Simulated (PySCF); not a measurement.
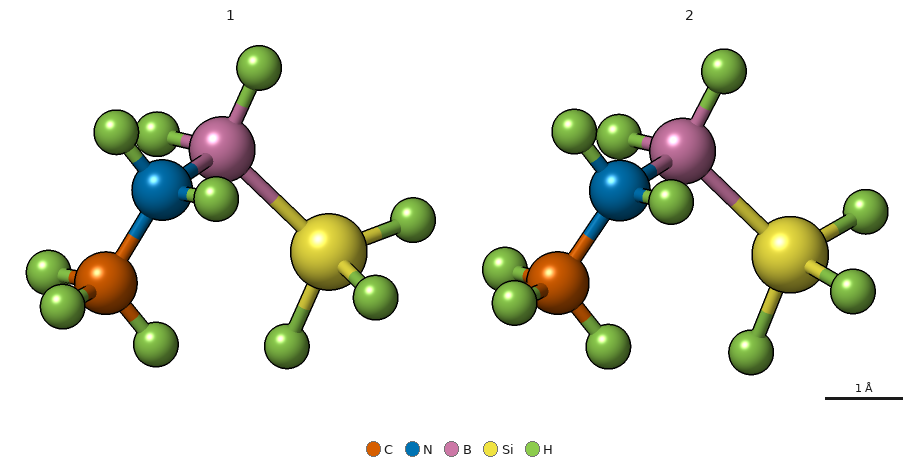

Two geometries of CH₁₀BNSi, drawn at one scale. One is the start of a relaxation, the other its converged end. A ball-and-stick model, seen at a tilt.

Level of theory: PBE0-D3(BJ)/def2-SVP geometry optimisation, gas phase (PySCF). 

Which one is relaxed?

Structure 2 is the relaxed one. The start comes from GFN2-xTB. Its atoms were then displaced at random by about 0.01 Å. Over 9 geometry steps the energy falls by 0.157 eV. The largest move after the best rigid fit is that of an H atom, 0.25 Å. Largest moves by element: H 0.25 Å, C 0.09 Å, Si 0.05 Å, B 0.05 Å, N 0.02 Å. Among the contacts that change: H–Si 1.421 → 1.500 Å, C–N 1.434 → 1.469 Å, B–H 1.196 → 1.224 Å, B–Si 2.000 → 2.026 Å. Among the angles between lasting bonds that change: B–Si–H 119.2° → 112.4°, H–C–H 106.2° → 110.1°, Si–B–H 115.6° → 112.5°. Cost: 50 s on 1 thread of Intel(R) Xeon(R) Platinum 8259CL CPU @ 2.50GHz, with other jobs on the host.
